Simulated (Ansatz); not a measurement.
# C2H8Si (dimethylsilane): PBE/def2-SVP

Aim: the vertical ionisation energy of C2H8Si (dimethylsilane) at PBE/def2-SVP, from 2 runs. 

The calculation is run with Ansatz 0.2.0.

50 further runs of the same task are left out: 50 set aside as unsound or not needed.

## Step 1: Starting point

C2H8Si: 11 atoms, total charge 0, spin state singlet. SMILES: `C[SiH2]C`. The shape is that of a PBE0-D4/def2-TZVP optimisation.

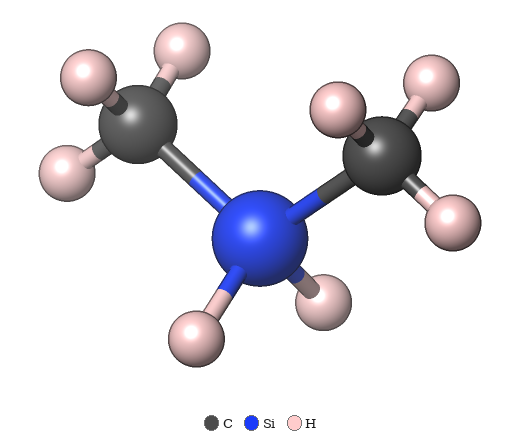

Viewed from a chosen angle; carbon dark grey, silicon blue, hydrogen pink.

## Step 2: A single-point energy at PBE/def2-SVP

The input, input.yaml:

```yaml
crystal:
  periodic: [false, false, false]
  atoms:
    - symbol: C
      position_ang: [-1.050200, 0.967200, -0.661200]
    - symbol: Si
      position_ang: [-0.309200, -0.653200, -0.087600]
    - symbol: C
      position_ang: [1.346600, -0.392300, 0.745700]
    - symbol: H
      position_ang: [-2.015800, 0.806900, -1.146100]
    - symbol: H
      position_ang: [-0.391700, 1.464600, -1.377800]
    - symbol: H
      position_ang: [-1.204900, 1.644900, 0.182100]
    - symbol: H
      position_ang: [-0.139900, -1.564200, -1.256100]
    - symbol: H
      position_ang: [-1.245100, -1.319300, 0.863300]
    - symbol: H
      position_ang: [2.058200, 0.075200, 0.060400]
    - symbol: H
      position_ang: [1.772600, -1.342000, 1.077400]
    - symbol: H
      position_ang: [1.244800, 0.255200, 1.620300]
basis:
  gaussian:
    orbitals: def2-SVP
hamiltonian:
  xc: pbe
accuracy: high
output:
  orbitals: {seedname: orbitals}
```

Run with:

```
$ ansatz run input.yaml --threads 1 --pin off --max-ram 3480MiB --events-out events.jsonl --progress --plain --runs-dir runs
```

Log:

```text
Warning: RAYON_NUM_THREADS=1 ignored (pool sized by the plan → 1); use --threads N
Functional definition: PBE
  name "PBE"
  parameter kappa = 0.804
  parameter beta = 0.06672455060314922
  exchange = pbe_x(kappa = kappa, mu = beta*pi^2/3)
  correlation = pbe_c(beta = beta)
2062 factors; integrals over basis functions are off by at most 3.6e-9 eV
mean field evaluation 1: about -10058.8902 eV, gradient 7.0e1 eV
mean field evaluation 2: about -10043.9228 eV, gradient 9.5e1 eV
mean field evaluation 4: about -10070.8716 eV, gradient 2.7e0 eV
mean field evaluation 8: about -10070.8881 eV, gradient 1.1e-1 eV
mean field evaluation 16: about -10070.8882 eV, gradient 2.1e-6 eV
mean field -10070.88815386 eV, -370.0983133613 hartree, gradient 2.6e-8 eV, S^2 0.000000; 0 other end points of the search recorded, 0 dependent functions left out
reference -10070.88815735 eV, -370.0983134895 hartree; 17, 17 occupied and 69, 69 virtual orbitals, 2062 factors
Total energy: -10070.88815735 eV, -370.0983134895 hartree
```

Wall time 6 s (1 thread of Arm Neoverse V2, shared host); peak memory 0.22 GiB.

## Step 3: The doublet cation

The input, input.yaml:

```yaml
crystal:
  periodic: [false, false, false]
  atoms:
    - {symbol: C, position_ang: [-1.050200, 0.967200, -0.661200]}
    - {symbol: Si, position_ang: [-0.309200, -0.653200, -0.087600]}
    - {symbol: C, position_ang: [1.346600, -0.392300, 0.745700]}
    - {symbol: H, position_ang: [-2.015800, 0.806900, -1.146100]}
    - {symbol: H, position_ang: [-0.391700, 1.464600, -1.377800]}
    - {symbol: H, position_ang: [-1.204900, 1.644900, 0.182100]}
    - {symbol: H, position_ang: [-0.139900, -1.564200, -1.256100]}
    - {symbol: H, position_ang: [-1.245100, -1.319300, 0.863300]}
    - {symbol: H, position_ang: [2.058200, 0.075200, 0.060400]}
    - {symbol: H, position_ang: [1.772600, -1.342000, 1.077400]}
    - {symbol: H, position_ang: [1.244800, 0.255200, 1.620300]}
basis:
  gaussian:
    orbitals: def2-SVP
output: {orbitals: {seedname: orbitals}}
magnetization:
  spin_polarized: true
  initial_magnetization: 1
total_charge: 1
accuracy: high
hamiltonian:
  xc: {name: PBE}
```

Run with:

```
$ ansatz run input.yaml --threads 1 --pin off --max-ram 3480MiB --events-out events.jsonl --progress --plain --runs-dir runs
```

Log (excerpt; [...] marks lines left out):

```text
Warning: RAYON_NUM_THREADS=1 ignored (pool sized by the plan → 1); use --threads N
[... 6 set-up lines as earlier in the session ...]
2063 factors; integrals over basis functions are off by at most 3.5e-9 eV
mean field evaluation 1: about -10038.5226 eV, gradient 6.5e1 eV
mean field evaluation 2: about -10001.1724 eV, gradient 9.2e1 eV
mean field evaluation 4: about -10058.5852 eV, gradient 1.4e1 eV
mean field evaluation 8: about -10059.2753 eV, gradient 9.6e0 eV
mean field evaluation 16: about -10060.2880 eV, gradient 5.2e-2 eV
mean field evaluation 32: about -10060.1161 eV, gradient 6.9e-1 eV
mean field -10060.28807678 eV, -369.7087677136 hartree, gradient 1.0e-8 eV, S^2 0.752371; 4 other end points of the search recorded, 0 dependent functions left out
reference -10060.28808040 eV, -369.7087678466 hartree; 17, 16 occupied and 69, 70 virtual orbitals, 2063 factors
Total energy: -10060.28808040 eV, -369.7087678466 hartree
```

Run time: 29 s. Hardware: 1 thread of Arm Neoverse V2, shared host; peak memory 0.3 GiB.

## Step 4: Outcome

At PBE/def2-SVP:

```
                                          quantity          value
                      singlet C2H8Si: total energy  -370.09831 Eh
                       singlet C2H8Si: HOMO energy       -7.46 eV
                       singlet C2H8Si: LUMO energy        0.80 eV
                     singlet C2H8Si: HOMO–LUMO gap        8.26 eV
                      doublet cation: total energy  -369.70877 Eh
doublet cation: HOMO energy (highest over α and β)      -13.81 eV
 doublet cation: LUMO energy (lowest over α and β)      -13.72 eV
                              doublet cation: ⟨S²⟩          0.752
vertical ionisation energy (to the doublet cation)      10.600 eV
```

What this shows: The vertical ionisation energy comes to 10.60 eV (244 kcal/mol). −ε(HOMO) before ionisation, 7.46 eV, is 3.14 eV below this ionisation energy.
